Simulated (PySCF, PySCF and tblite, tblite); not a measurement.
# ethyl trimethylhydrazine (C5H14N2): a scan of pyramidal angle

Aim: follow energy and NMR parameters of ethyl trimethylhydrazine (C5H14N2) (`CCN(C)N(C)C`) along pyramidal angle.

Programs: PySCF 2.14.0 with density-fitted response routines of our own, and tblite 0.8.0. All values are computed, except where a source is named. Atoms count from 0 throughout.

## Step 1: The starting structure

21 atoms, charge 0, multiplicity 1; geometry from: force field or distance geometry start.

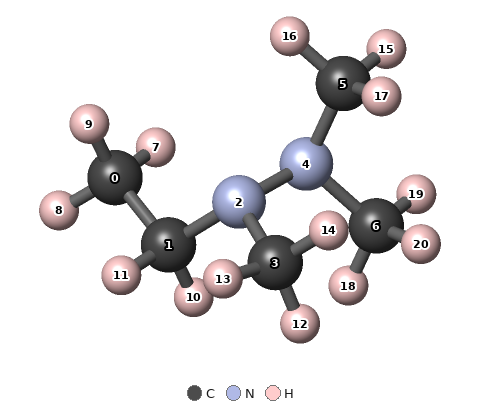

The starting geometry (carbon dark grey, nitrogen light blue, hydrogen pink), atoms numbered.

## Step 2: GFN2-xTB relaxation, start minimum

What the job is given:

```
{"job": {"xc": "GFN2-xTB", "basis": "xTB", "kind": "relax"}, "charge": 0, "multiplicity": 1}
C      2.156000    -0.994800     0.753500
C      1.562800    -0.134700    -0.380300
N      0.355500     0.568000     0.044400
C     -0.013200     1.626200    -0.926900
N     -0.727800    -0.382500     0.340200
C     -1.561000     0.132400     1.420000
C     -1.532200    -0.785700    -0.820900
H      1.486700    -1.811800     1.030200
H      3.106100    -1.430700     0.439800
H      2.330100    -0.390300     1.653900
H      1.392700    -0.762000    -1.259900
H      2.332200     0.592400    -0.641300
H     -0.157700     1.234500    -1.924400
H      0.783700     2.374800    -0.959600
H     -0.926600     2.154100    -0.612000
H     -2.281600    -0.625000     1.753900
H     -0.940900     0.371700     2.302900
H     -2.112500     1.028600     1.138800
H     -0.906600    -1.171500    -1.622300
H     -2.196900    -1.606400    -0.523500
H     -2.157700     0.029500    -1.206800
```

Started as:

```
$ OMP_NUM_THREADS=1 python ens_run.py task.json out
```

The driver reads the study from task.json and runs its stages one after another.

Output:

```text
step      E/eV     max force
  0    -643.74860    1.008
  1    -643.80063    0.390
  2    -643.82257    0.332
  3    -643.84231    0.394
  4    -643.86497    0.411
  5    -643.87713    0.216
  6    -643.88198    0.137
  7    -643.88390    0.087
  8    -643.88495    0.068
  9    -643.88601    0.077
 10    -643.88751    0.095
 11    -643.88955    0.126
 12    -643.89203    0.129
 13    -643.89482    0.132
 14    -643.89784    0.153
 15    -643.90081    0.149
 16    -643.90300    0.108
 17    -643.90427    0.077
 18    -643.90512    0.067
 19    -643.90592    0.062
 20    -643.90666    0.052
 21    -643.90719    0.036
 22    -643.90754    0.036
 23    -643.90784    0.036
 24    -643.90814    0.037
 25    -643.90842    0.035
 26    -643.90867    0.042
 27    -643.90892    0.040
 28    -643.90914    0.042
 29    -643.90932    0.035
 30    -643.90946    0.031
 31    -643.90962    0.033
 32    -643.90983    0.035
 33    -643.91006    0.033
 34    -643.91029    0.034
 35    -643.91053    0.047
 36    -643.91083    0.053
 37    -643.91115    0.047
 38    -643.91143    0.034
 39    -643.91163    0.031
 40    -643.91182    0.040
 41    -643.91206    0.046
 42    -643.91232    0.038
 43    -643.91252    0.028
 44    -643.91265    0.028
 45    -643.91276    0.023
 46    -643.91286    0.023
 47    -643.91294    0.022
 48    -643.91299    0.017
 49    -643.91302    0.012
 50    -643.91305    0.013
 51    -643.91308    0.012
 52    -643.91310    0.008
 53    -643.91311    0.010
 54    -643.91314    0.013
 55    -643.91318    0.015
 56    -643.91322    0.015
 57    -643.91326    0.017
 58    -643.91330    0.019
 59    -643.91335    0.016
 60    -643.91339    0.014
 61    -643.91342    0.009
 62    -643.91344    0.011
 63    -643.91346    0.011
 64    -643.91348    0.010
 65    -643.91350    0.010
 66    -643.91352    0.015
 67    -643.91355    0.017
 68    -643.91359    0.019
 69    -643.91363    0.016
 70    -643.91367    0.014
 71    -643.91371    0.016
 72    -643.91375    0.016
 73    -643.91381    0.023
 74    -643.91389    0.025
 75    -643.91398    0.019
 76    -643.91405    0.021
 77    -643.91411    0.017
 78    -643.91418    0.020
 79    -643.91424    0.019
 80    -643.91428    0.013
 81    -643.91430    0.009
 82    -643.91432    0.008
 83    -643.91433    0.007
 84    -643.91434    0.006
 85    -643.91434    0.005
 86    -643.91435    0.005
 87    -643.91435    0.006
 88    -643.91436    0.006
 89    -643.91437    0.007
 90    -643.91438    0.009
 91    -643.91439    0.008
 92    -643.91440    0.007
 93    -643.91440    0.006
 94    -643.91441    0.005
 95    -643.91441    0.005
 96    -643.91442    0.006
 97    -643.91443    0.006
 98    -643.91444    0.006
 99    -643.91444    0.004
100    -643.91445    0.004
101    -643.91445    0.004
102    -643.91445    0.005
103    -643.91446    0.005
104    -643.91446    0.005
105    -643.91446    0.005
106    -643.91447    0.004
107    -643.91447    0.005
108    -643.91448    0.005
109    -643.91448    0.004
110    -643.91448    0.004
111    -643.91449    0.004
112    -643.91449    0.005
113    -643.91449    0.004
114    -643.91450    0.002
```

Run time: 0.46 s. Hardware: 1 thread of Intel Xeon 6975P-C, shared host.

Gain 0.166 eV; displacement 0.14 Å root mean square.

## Step 3: Relaxed scan, pyramidal angle

What the job is given:

```
{"job": {"xc": "GFN2-xTB", "basis": "xTB", "coordinate": [["t", [6, 2, 5, 4], 0.3333333333333333], ["t", [2, 5, 6, 4], 0.3333333333333333], ["t", [5, 6, 2, 4], 0.3333333333333333]], "kind": "drive"}, "charge": 0, "multiplicity": 1}
C      2.031350    -1.047951     0.719534
C      1.559071    -0.116631    -0.387309
N      0.349471     0.581283     0.013017
C     -0.005776     1.650124    -0.903174
N     -0.682096    -0.326643     0.334968
C     -1.510655     0.186552     1.402905
C     -1.467924    -0.836645    -0.772979
H      1.269520    -1.793737     0.924745
H      2.950850    -1.545920     0.422783
H      2.211307    -0.479849     1.627558
H      1.420266    -0.689814    -1.321064
H      2.317749     0.647061    -0.577618
H     -0.108662     1.320287    -1.947883
H      0.772335     2.411167    -0.857264
H     -0.942789     2.100948    -0.580523
H     -2.083685    -0.639079     1.824161
H     -0.860146     0.598911     2.170121
H     -2.216102     0.966202     1.076882
H     -0.802577    -1.171856    -1.566916
H     -2.035204    -1.695808    -0.416288
H     -2.175226    -0.101657    -1.186129
```

Output:

```text
point  coordinate     E/eV
  0     28.700     -643.91446
  1     34.700     -643.86165
```

Wall time 0.22 s (1 thread of Intel Xeon 6975P-C, shared host).

## Step 4: Relaxed scan, pyramidal angle

job is that of step 3.

Output:

```text
point  coordinate     E/eV
  0     21.400     -643.87191
  1     11.300     -643.76704
  2      0.200     -643.70130
  3    -11.000     -643.74478
  4    -20.800     -643.81398
  5    -28.100     -643.82465
  6    -34.300     -643.74618
```

It took 1.9 s on 1 thread of Intel Xeon 6975P-C, shared host.

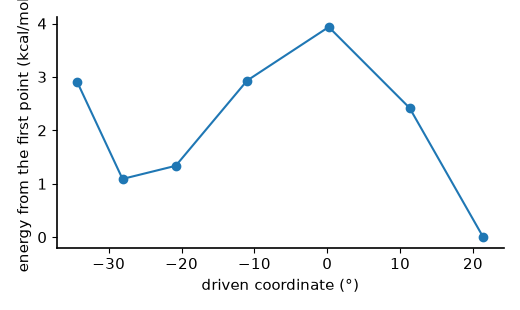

Energy along the scan.

## Step 5: Shieldings, coordinate held at -34.3: PBE0/pcSseg-1 in acetone

What the job is given:

```
{"job": {"kind": "nmr", "xc": "PBE0", "basis": "pcSseg-1", "solvent": "acetone", "every": 1, "pop": false}, "charge": 0, "multiplicity": 1}
C      1.620375    -1.061797     0.854434
C      1.300413    -0.187514    -0.354637
N      0.253308     0.796616    -0.116298
C      0.301170     1.862169    -1.100772
N     -1.108843     0.385329     0.034204
C     -1.338956     0.055535     1.435889
C     -1.456318    -0.772471    -0.778475
H      0.883249    -1.847336     1.001191
H      2.588244    -1.537092     0.707397
H      1.664715    -0.448642     1.750352
H      1.101923    -0.819996    -1.236245
H      2.191938     0.403519    -0.581232
H      0.242530     1.501171    -2.138508
H      1.229027     2.420719    -0.979960
H     -0.539242     2.526094    -0.914405
H     -0.958356    -0.927138     1.728815
H     -0.869468     0.820616     2.049216
H     -2.415145     0.074314     1.615192
H     -1.220562    -0.568770    -1.822820
H     -0.956189    -1.697022    -0.465608
H     -2.532896    -0.922461    -0.699650
```

Output:

```text
coarse grid: 16240 points
cycle   1  E = -307.9150690298  dE =  5.643e-01  |g| = 3.950e-01  |ddm| = 3.806e+00
cycle   2  E = -307.9220537764  dE = -6.985e-03  |g| = 3.666e-01  |ddm| = 6.670e-01
cycle   3  E = -307.9555926484  dE = -3.354e-02  |g| = 4.050e-02  |ddm| = 2.976e-01
cycle   4  E = -307.9559087260  dE = -3.161e-04  |g| = 1.155e-02  |ddm| = 4.001e-02
cycle   5  E = -307.9559306618  dE = -2.194e-05  |g| = 5.901e-03  |ddm| = 1.419e-02
cycle   6  E = -307.9559381316  dE = -7.470e-06  |g| = 9.943e-04  |ddm| = 5.569e-03
final grid: 153232 points
cycle   7  E = -307.9973609118  dE = -7.925e-05  |g| = 1.033e-02  |ddm| = 3.989e-02
cycle   8  E = -307.9973564916  dE =  4.420e-06  |g| = 1.118e-02  |ddm| = 1.956e-02
cycle   9  E = -307.9973883701  dE = -3.188e-05  |g| = 8.013e-04  |ddm| = 1.052e-02
cycle  10  E = -307.9973884841  dE = -1.141e-07  |g| = 3.343e-04  |ddm| = 9.202e-04
cycle  11  E = -307.9973885064  dE = -2.231e-08  |g| = 6.351e-05  |ddm| = 2.937e-04
cycle  12  E = -307.9973885072  dE = -7.502e-10  |g| = 1.960e-05  |ddm| = 6.865e-05
converged SCF energy = -307.9973885072

GIAO shielding tensors (ppm)
atom      isotropic    diamagn.    paramagn.     s11        s22        s33       span
  0 C      166.732     248.366     -81.634    152.142    165.862    182.193     30.051
  1 C      139.178     247.619    -108.441    108.220    136.121    173.191     64.971
  2 N      157.338     323.097    -165.759    119.969    126.231    225.814    105.845
  3 C      137.328     246.324    -108.996     96.951    128.105    186.930     89.980
  4 N      165.604     321.590    -155.986    106.486    133.982    256.343    149.856
  5 C      132.459     247.777    -115.318    100.475    114.164    182.738     82.264
  6 C      150.834     248.906     -98.072    122.509    147.241    182.752     60.243
  7 H       30.285      31.592      -1.307     25.905     30.514     34.436      8.531
  8 H       30.490      28.729       1.761     25.860     27.475     38.136     12.276
  9 H       30.500      31.069      -0.570     26.932     29.260     35.307      8.375
 10 H       28.689      32.487      -3.798     25.758     28.101     32.208      6.451
 11 H       29.263      32.098      -2.835     22.984     30.014     34.792     11.808
 12 H       29.010      30.558      -1.547     25.351     26.671     35.009      9.657
 13 H       29.088      30.467      -1.378     24.715     26.520     36.030     11.315
 14 H       29.133      31.101      -1.968     25.049     27.036     35.313     10.263
 15 H       29.135      32.000      -2.865     24.627     29.344     33.435      8.808
 16 H       28.801      31.579      -2.778     25.955     26.514     33.936      7.982
 17 H       29.023      30.256      -1.233     24.777     26.087     36.206     11.429
 18 H       28.988      31.581      -2.592     24.681     27.256     35.028     10.347
 19 H       29.608      32.224      -2.615     25.043     29.492     34.290      9.247
 20 H       29.369      30.238      -0.869     25.381     26.677     36.049     10.668
```

Run time: 25 s. Hardware: 1 thread of Intel Xeon 6975P-C, shared host; peak memory 1 GiB.

In short: HOMO -6.19 eV, LUMO 1.58 eV; dipole 1.69 D.

Orbitals, density, ELF and potential are computed afterwards from the orbital file.

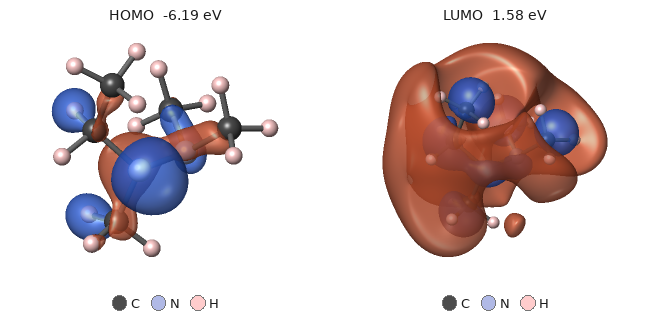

PBE0/pcSseg-1 orbitals near the gap, drawn at the value that encloses 70 % of each; the two colours are the two signs.

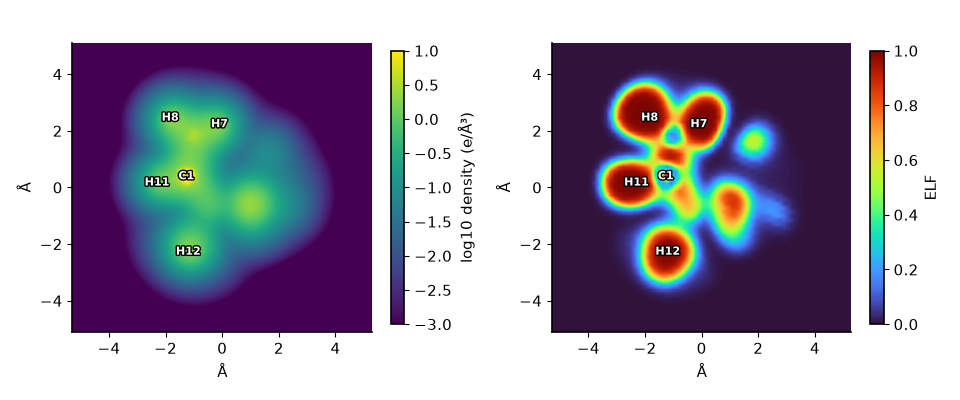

Density (left) and ELF (right) in a plane through or near 5 of the atoms.

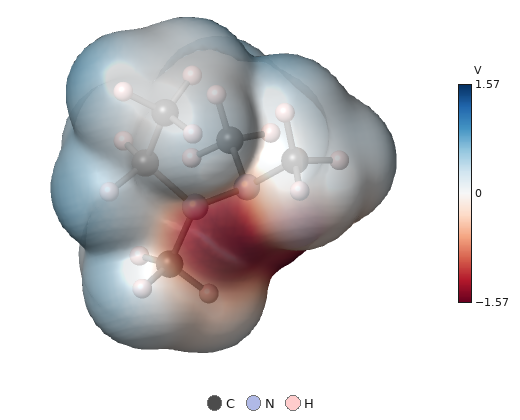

Electrostatic potential on the surface of density 0.002 e/bohr³; red is low, blue high. It runs from -1.57 V near N4 to 0.71 V near H7.

## Step 6: Shieldings, coordinate held at 0.2: PBE0/pcSseg-1 in acetone

What the job is given:

```
{"job": {"kind": "nmr", "xc": "PBE0", "basis": "pcSseg-1", "solvent": "acetone", "every": 1, "pop": false}, "charge": 0, "multiplicity": 1}
C      1.769292    -1.063589     0.780041
C      1.504785    -0.086691    -0.356030
N      0.328744     0.732520    -0.077076
C      0.134777     1.770855    -1.076674
N     -0.820784     0.007607     0.183877
C     -1.388366     0.081508     1.495309
C     -1.479308    -0.810992    -0.793838
H      0.944492    -1.764002     0.875476
H      2.680529    -1.623826     0.585886
H      1.877020    -0.524081     1.717023
H      1.409633    -0.640462    -1.306465
H      2.348233     0.601130    -0.455346
H      0.030892     1.378751    -2.099171
H      0.988207     2.447134    -1.052132
H     -0.764866     2.328102    -0.823187
H     -1.432970    -0.908588     1.970085
H     -0.766997     0.733501     2.102754
H     -2.408802     0.488741     1.470645
H     -0.875617    -0.868086    -1.697252
H     -1.627022    -1.830374    -0.414890
H     -2.465245    -0.405278    -1.064798
```

Output:

```text
coarse grid: 16240 points
cycle   1  E = -307.9160112023  dE =  6.327e-01  |g| = 3.798e-01  |ddm| = 3.828e+00
cycle   2  E = -307.9192058026  dE = -3.195e-03  |g| = 3.760e-01  |ddm| = 6.967e-01
cycle   3  E = -307.9553666481  dE = -3.616e-02  |g| = 3.420e-02  |ddm| = 3.361e-01
cycle   4  E = -307.9555270876  dE = -1.604e-04  |g| = 2.024e-02  |ddm| = 4.188e-02
cycle   5  E = -307.9556037460  dE = -7.666e-05  |g| = 4.707e-03  |ddm| = 1.824e-02
cycle   6  E = -307.9556078676  dE = -4.122e-06  |g| = 8.011e-04  |ddm| = 4.163e-03
final grid: 153232 points
cycle   7  E = -307.9947284822  dE = -4.658e-05  |g| = 9.414e-03  |ddm| = 2.959e-02
cycle   8  E = -307.9947243328  dE =  4.149e-06  |g| = 1.027e-02  |ddm| = 1.865e-02
cycle   9  E = -307.9947515782  dE = -2.725e-05  |g| = 7.781e-04  |ddm| = 1.009e-02
cycle  10  E = -307.9947516964  dE = -1.182e-07  |g| = 2.006e-04  |ddm| = 7.961e-04
cycle  11  E = -307.9947517043  dE = -7.884e-09  |g| = 3.603e-05  |ddm| = 1.718e-04
cycle  12  E = -307.9947517045  dE = -2.494e-10  |g| = 1.474e-05  |ddm| = 4.594e-05
converged SCF energy = -307.9947517045

GIAO shielding tensors (ppm)
atom      isotropic    diamagn.    paramagn.     s11        s22        s33       span
  0 C      171.499     248.271     -76.772    158.059    169.934    186.502     28.443
  1 C      134.917     248.377    -113.459    104.981    128.527    171.243     66.262
  2 N      160.069     320.875    -160.805    120.774    131.743    227.691    106.917
  3 C      141.796     247.329    -105.533    112.419    125.674    187.294     74.875
  4 N      218.502     330.227    -111.726    133.089    220.189    302.228    169.139
  5 C      138.525     245.577    -107.052    104.213    122.154    189.209     84.996
  6 C      158.157     246.353     -88.195    132.237    153.482    188.754     56.516
  7 H       30.798      32.432      -1.634     26.673     31.345     34.374      7.701
  8 H       30.756      28.759       1.997     26.380     27.607     38.281     11.901
  9 H       30.814      30.998      -0.184     26.854     28.780     36.809      9.956
 10 H       29.198      32.621      -3.423     25.556     28.819     33.221      7.665
 11 H       29.297      31.884      -2.587     24.005     28.729     35.157     11.152
 12 H       29.230      30.982      -1.752     25.608     27.326     34.756      9.148
 13 H       29.185      30.489      -1.304     24.772     26.494     36.290     11.518
 14 H       29.239      31.288      -2.050     25.190     27.157     35.370     10.181
 15 H       28.767      30.575      -1.809     23.684     26.967     35.650     11.967
 16 H       28.900      31.492      -2.592     25.742     26.810     34.149      8.408
 17 H       28.619      29.859      -1.240     23.542     26.086     36.228     12.685
 18 H       28.804      31.682      -2.878     24.431     27.916     34.065      9.635
 19 H       29.501      30.559      -1.059     24.208     27.730     36.564     12.356
 20 H       29.289      29.996      -0.707     23.793     27.033     37.040     13.247
```

Wall time 20 s (1 thread of Intel Xeon 6975P-C, shared host); peak memory 0.97 GiB.

Key values: HOMO -5.44 eV, LUMO 1.45 eV; dipole 1.03 D.

## Step 7: Shieldings, coordinate held at 34.7: PBE0/pcSseg-1 in acetone

What the job is given:

```
{"job": {"kind": "nmr", "xc": "PBE0", "basis": "pcSseg-1", "solvent": "acetone", "every": 1, "pop": false}, "charge": 0, "multiplicity": 1}
C      2.072717    -1.042139     0.715356
C      1.568847    -0.114912    -0.381001
N      0.342896     0.549231     0.028324
C     -0.034277     1.609316    -0.884831
N     -0.656118    -0.409918     0.370524
C     -1.515328     0.194569     1.377344
C     -1.476869    -0.816941    -0.765086
H      1.332368    -1.809411     0.919156
H      3.002199    -1.513422     0.406429
H      2.244962    -0.477384     1.626979
H      1.436945    -0.685823    -1.317267
H      2.307888     0.668270    -0.571248
H     -0.132054     1.281693    -1.931045
H      0.738402     2.376227    -0.837710
H     -0.972610     2.058057    -0.564395
H     -2.142505    -0.584556     1.810219
H     -0.883190     0.615519     2.155796
H     -2.166778     0.983189     0.979469
H     -0.833792    -1.151497    -1.578328
H     -2.089740    -1.661247    -0.449990
H     -2.140651    -0.024090    -1.132122
```

Output:

```text
coarse grid: 16240 points
cycle   1  E = -307.9198886148  dE =  5.751e-01  |g| = 3.992e-01  |ddm| = 3.796e+00
cycle   2  E = -307.9264488972  dE = -6.560e-03  |g| = 3.737e-01  |ddm| = 6.799e-01
cycle   3  E = -307.9615780861  dE = -3.513e-02  |g| = 3.768e-02  |ddm| = 3.050e-01
cycle   4  E = -307.9618596124  dE = -2.815e-04  |g| = 9.507e-03  |ddm| = 3.434e-02
cycle   5  E = -307.9618721510  dE = -1.254e-05  |g| = 5.897e-03  |ddm| = 1.228e-02
cycle   6  E = -307.9618792503  dE = -7.099e-06  |g| = 8.478e-04  |ddm| = 5.135e-03
final grid: 153232 points
cycle   7  E = -308.0026448084  dE = -6.559e-05  |g| = 1.021e-02  |ddm| = 3.459e-02
cycle   8  E = -308.0026400964  dE =  4.712e-06  |g| = 1.112e-02  |ddm| = 1.965e-02
cycle   9  E = -308.0026717123  dE = -3.162e-05  |g| = 8.683e-04  |ddm| = 1.062e-02
cycle  10  E = -308.0026718518  dE = -1.394e-07  |g| = 3.048e-04  |ddm| = 9.205e-04
cycle  11  E = -308.0026718704  dE = -1.866e-08  |g| = 4.012e-05  |ddm| = 2.499e-04
cycle  12  E = -308.0026718707  dE = -3.100e-10  |g| = 9.711e-06  |ddm| = 4.192e-05
converged SCF energy = -308.0026718707

GIAO shielding tensors (ppm)
atom      isotropic    diamagn.    paramagn.     s11        s22        s33       span
  0 C      171.684     247.214     -75.530    155.627    171.929    187.496     31.869
  1 C      135.475     247.267    -111.792    107.659    127.579    171.187     63.528
  2 N      160.657     324.823    -164.165    120.730    130.335    230.907    110.177
  3 C      154.400     248.231     -93.831    131.243    147.501    184.454     53.211
  4 N      184.441     320.153    -135.712    133.177    172.246    247.898    114.721
  5 C      137.578     247.693    -110.115    100.978    123.577    188.179     87.201
  6 C      151.783     248.768     -96.986    122.361    147.738    185.249     62.888
  7 H       29.847      31.596      -1.749     24.621     31.170     33.752      9.131
  8 H       30.831      28.397       2.434     26.356     27.794     38.344     11.988
  9 H       30.874      30.493       0.380     26.779     28.740     37.102     10.323
 10 H       29.129      32.276      -3.147     25.043     28.782     33.561      8.518
 11 H       29.334      31.736      -2.402     23.998     28.931     35.074     11.075
 12 H       29.726      31.371      -1.645     25.529     27.777     35.872     10.343
 13 H       29.575      30.814      -1.239     25.033     27.224     36.467     11.434
 14 H       28.846      31.900      -3.053     23.756     27.908     34.875     11.119
 15 H       29.085      30.331      -1.246     25.026     26.079     36.150     11.124
 16 H       29.321      31.619      -2.298     24.929     27.436     35.598     10.669
 17 H       29.225      31.357      -2.133     25.471     27.665     34.539      9.068
 18 H       29.140      31.948      -2.808     24.285     27.860     35.274     10.989
 19 H       29.580      30.512      -0.933     25.391     26.814     36.535     11.144
 20 H       29.994      31.596      -1.602     25.734     28.758     35.490      9.755
```

Run time: 20 s. Hardware: 1 thread of Intel Xeon 6975P-C, shared host; peak memory 0.95 GiB.

Key values: HOMO -6.19 eV, LUMO 1.56 eV; dipole 1.82 D.

(Part 1 of 3 ends here.)
